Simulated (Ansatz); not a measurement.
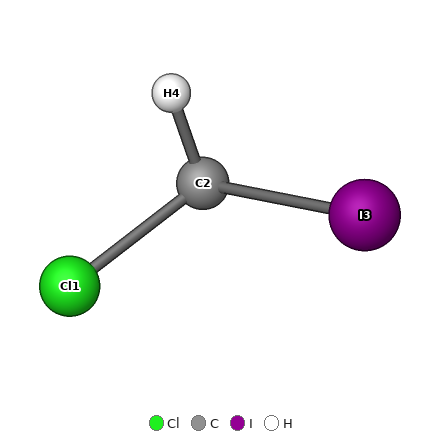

The system is CHClI, SMILES Cl[CH-]I, charge −1; the picture shows the reference structure. The first coordinate is: bond length C2–I3; the second: angle I3–C2–Cl1. Nothing is relaxed (all other coordinates rigid). The scan uses a 15 × 15 grid. Points are written as (first, second). Energies: kcal/mol, counted from the lowest grid point. All numbers below come from Ansatz 0.2.0, RKS PBE0-D4/def2-TZVPD.

Its coordinates:

```xyz
4

Cl   -1.6136    0.0765   -0.3564
C     0.2237    0.0652   -0.6113
I     1.1050   -1.1804    1.0917
H     0.4637    1.0383   -0.1432
```

Range: bond length C2–I3 from 2.012 to 2.858 Å; angle I3–C2–Cl1 from 61.4 to 151.4°.

Q: Predict the map.

A: The lowest grid point is at (2.314 Å, 106.4°). No other kind of well shows on this grid. The highest grid point, (2.012 Å, 61.4°), lies 182 kcal/mol above the lowest. Round the minimum the two coordinates are weakly coupled (coupling 0.07 in units of the two stiffnesses).

| angle I3–C2–Cl1 ↓, bond length C2–I3 → | 2.012 | 2.073 | 2.133 | 2.193 | 2.254 | 2.314 | 2.375 | 2.435 | 2.496 | 2.556 | 2.616 | 2.677 | 2.737 | 2.798 | 2.858 |
| --- | --- | --- | --- | --- | --- | --- | --- | --- | --- | --- | --- | --- | --- | --- | --- |
| 151.4 | 43 | 38 | 34 | 32 | 30 | 28 | 26 | 25 | 25 | 24 | 24 | 24 | 24 | 24 | 24 |
| 145.0 | 34 | 30 | 27 | 24 | 23 | 21 | 21 | 20 | 20 | 20 | 20 | 20 | 20 | 20 | 21 |
| 138.6 | 27 | 23 | 20 | 18 | 17 | 16 | 15 | 15 | 15 | 15 | 16 | 16 | 17 | 17 | 18 |
| 132.1 | 20 | 17 | 14 | 12 | 11 | 11 | 10 | 11 | 11 | 12 | 12 | 13 | 14 | 15 | 16 |
| 125.7 | 15 | 11 | 9 | 7 | 7 | 6 | 6 | 7 | 8 | 8 | 9 | 10 | 11 | 12 | 13 |
| 119.3 | 11 | 8 | 5 | 4 | 3 | 3 | 3 | 4 | 5 | 6 | 7 | 8 | 9 | 10 | 12 |
| 112.9 | 9 | 5 | 3 | 1 | 1 | 1 | 1 | 2 | 3 | 4 | 5 | 7 | 8 | 9 | 10 |
| 106.4 | 9 | 5 | 2 | 1 | 0 | 0 | 0 | 1 | 2 | 3 | 5 | 6 | 7 | 9 | 10 |
| 100.0 | 10 | 6 | 4 | 2 | 1 | 1 | 1 | 2 | 3 | 4 | 5 | 6 | 8 | 9 | 10 |
| 93.6 | 16 | 11 | 8 | 6 | 5 | 4 | 4 | 5 | 5 | 6 | 7 | 8 | 9 | 10 | 12 |
| 87.1 | 26 | 20 | 16 | 14 | 12 | 11 | 10 | 10 | 10 | 11 | 11 | 12 | 13 | 14 | 15 |
| 80.7 | 43 | 36 | 31 | 27 | 24 | 22 | 21 | 20 | 19 | 19 | 19 | 19 | 19 | 19 | 20 |
| 74.3 | 70 | 61 | 54 | 49 | 44 | 41 | 38 | 36 | 34 | 32 | 31 | 30 | 29 | 29 | 28 |
| 67.9 | 114 | 102 | 92 | 84 | 77 | 71 | 66 | 62 | 58 | 55 | 52 | 49 | 46 | 44 | 42 |
| 61.4 | 182 | 165 | 151 | 139 | 129 | 120 | 112 | 105 | 98 | 92 | 86 | 80 | 75 | 69 | 64 |

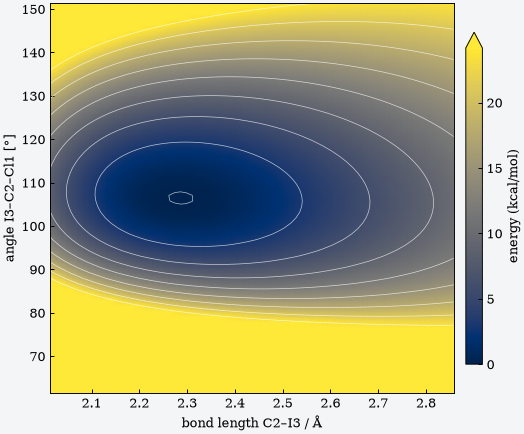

In the figure: a smooth colour map with a few white contour lines, one colour for all values above the top of the scale. Between grid points the surface is interpolated.

Time for the 225 points that were run: 24 min on 1 thread of Arm Neoverse V2 (shared host).
